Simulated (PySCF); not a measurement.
C₇H₁₆Ge

Input

```
{"job": {"kind": "uv", "xc": "PBE0", "basis": "def2-SVPD", "ip": true}, "charge": 0, "multiplicity": 1}
C     -2.048063     1.292486     1.180281
C     -2.196838     0.498281    -0.108214
C     -1.107063    -0.548016    -0.338843
C     -1.366827    -1.375743    -1.593654
Ge     0.692594     0.253603    -0.430142
C      1.737815     0.653030     1.205023
C      2.953037    -0.024147     0.528521
C      2.276540    -0.932613    -0.526633
H     -2.886347     1.991231     1.320642
H     -2.017489     0.626539     2.057945
H     -1.119256     1.886211     1.190751
H     -2.220548     1.190991    -0.969326
H     -3.179268    -0.009914    -0.113291
H     -1.078082    -1.224641     0.535167
H     -0.607995    -2.160914    -1.737438
H     -2.351925    -1.870917    -1.545584
H     -1.366023    -0.745333    -2.498489
H      0.698664     1.398436    -1.474049
H      1.882318     1.684413     1.556463
H      1.349247     0.051994     2.043334
H      3.631374    -0.552532     1.221680
H      3.560731     0.740513     0.017043
H      2.020544    -1.919906    -0.107743
H      2.825421    -1.086992    -1.465910
```

Command:

```sh
OMP_NUM_THREADS=1 python probes_run.py task.json out
```

Geometry: PBE0-D3(BJ)/def2-SVP.

Level of theory: PySCF 2.14.0, PBE0/def2-SVPD, SCF density, gas phase.

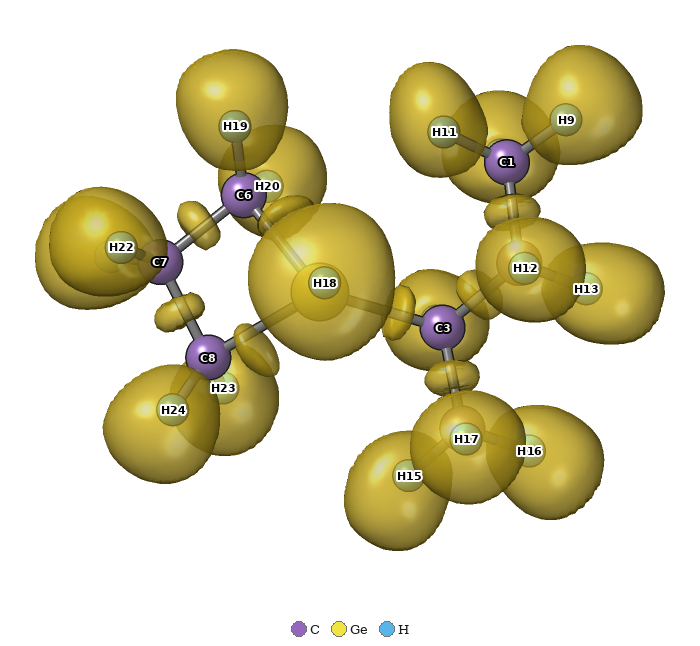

Figure 1. Isosurface of the ELF at 0.85 (yellow), seen at a tilt. Only the valence region is drawn (cores and ρ < 0.01 e/Å³ removed).

Q: Where are the electrons localised?

A: The ELF exceeds this value in five regions between bonded C–C atoms (shared pairs), 16 regions around hydrogen nuclei, one lobe of the valence shell of C pointing towards Ge (polar bonds) and two regions wrapped around C (the valence shell of each).


C–C (1.52 Å): the ELF peaks at about 0.95 between the atoms: localised, covalent bonding. C–Ge (1.97 Å): the ELF peaks at about 0.95 in the valence shell of C, 0.7 Å from its nucleus, and is about 0.75 at the midpoint.

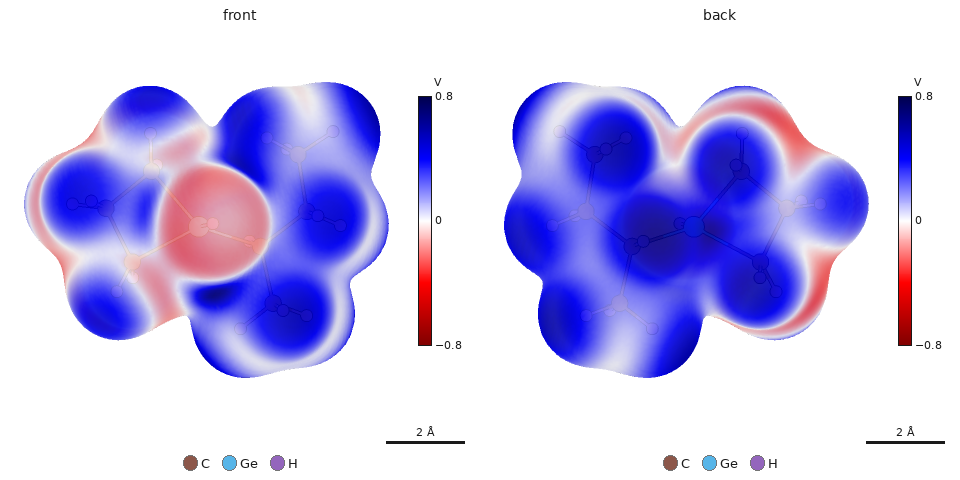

Figure 2. The electrostatic potential painted on the density surface at 0.002 e/bohr³, seen from the front and from behind; red is negative and blue positive.

Q: Where is the surface potential most negative and most positive?

A: The most negative region (about −0.3 V) lies over C6, C8 and H18, the most positive (about +0.6 V) over Ge5, H10 and H14.

Q: What dipole moment does the calculation give?

A: Its dipole moment is 0.76 D.

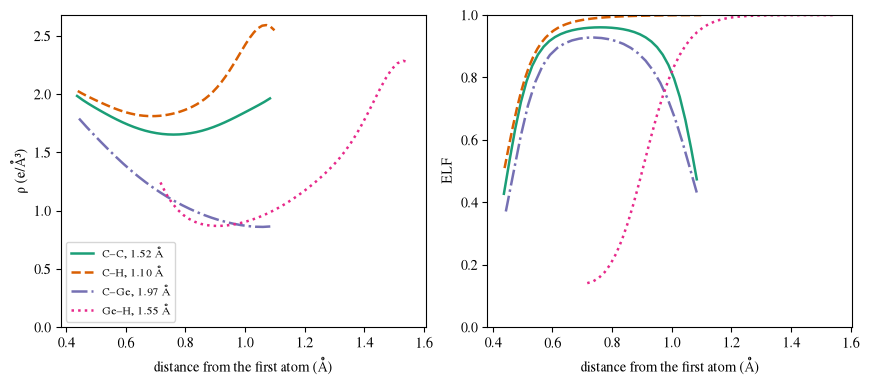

Figure 3. Total electron density and electron localisation function along straight lines between neighbouring atoms. The curves leave out the atomic cores.

Q: Compare the contacts.

A: C–C (1.52 Å): ρ is about 1.7 e/Å³ halfway; the ELF peaks at about 0.95 between the atoms, as expected for localised, covalent bonding.
C–H (1.10 Å): the density is about 1.9 e/Å³ at the midpoint; the ELF climbs to about 1 towards the hydrogen, as it does in any bond to H: a covalent bond by its length.
C–Ge (1.97 Å): the density is about 0.88 e/Å³ at the midpoint; the ELF peaks at about 0.95 in the valence shell of C, 0.7 Å from its nucleus, and is about 0.75 at the midpoint.
Ge–H (1.55 Å): the density is about 1 e/Å³ at the midpoint; the ELF climbs to about 1 towards the hydrogen.
